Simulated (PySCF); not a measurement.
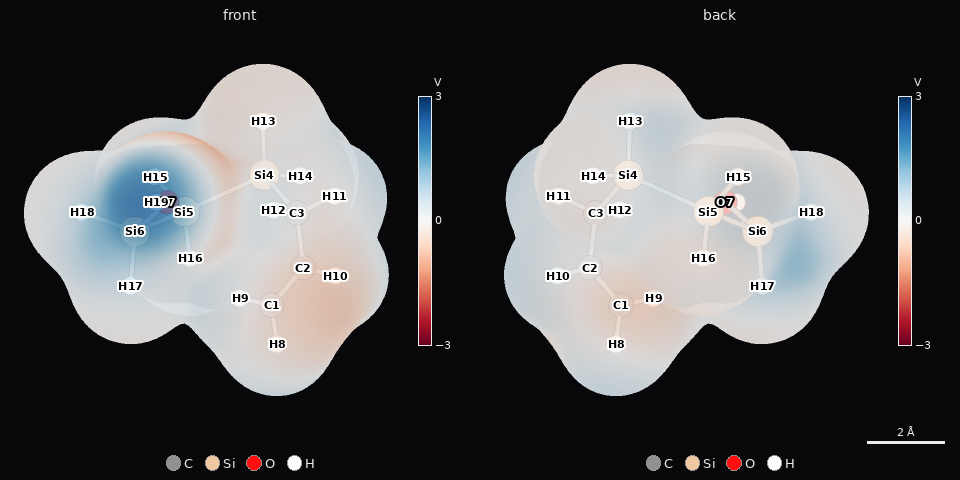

Figure 1: C3H12OSi3. The electrostatic potential painted on the density surface at 0.001 e/bohr³, seen from the front and from behind; red is negative and blue positive.

Geometry: GFN2-xTB.

These are results of PBE0/pcSseg-1, SCF density, gas phase, non-relativistic (PySCF 2.14.0), not measurements.

```xyz
19

C    -1.3383    1.1879   -1.5368
C    -1.9482    0.1294   -1.0306
C    -1.7673   -0.3642    0.3561
Si   -0.5040   -1.8083    0.3851
Si    1.5200   -1.0330   -0.4440
Si    2.2358    1.0173    0.3284
O     1.1939    1.2634    1.5659
H    -1.4764    1.4956   -2.5594
H    -0.6822    1.7980   -0.9368
H    -2.6010   -0.4670   -1.6563
H    -2.7214   -0.6994    0.7625
H    -1.3920    0.4358    0.9941
H    -0.4556   -2.2867    1.7771
H    -1.1073   -2.9181   -0.3740
H     2.5618   -2.0439   -0.1737
H     1.4877   -0.9936   -1.9183
H     2.1359    2.1586   -0.5946
H     3.6057    1.1000    0.8583
H     1.2430    2.0377    2.1198
```

Question: Which sites attract a positive test charge, and which a negative one?

Answer: A positive charge is drawn to the negative regions and a negative charge to the positive ones. The most negative region (about −0.9 V) lies over O7, the most positive (about +2.1 V) over H19.

Question: How polar is the molecule by this calculation?

Answer: Its dipole moment is 1.38 D.
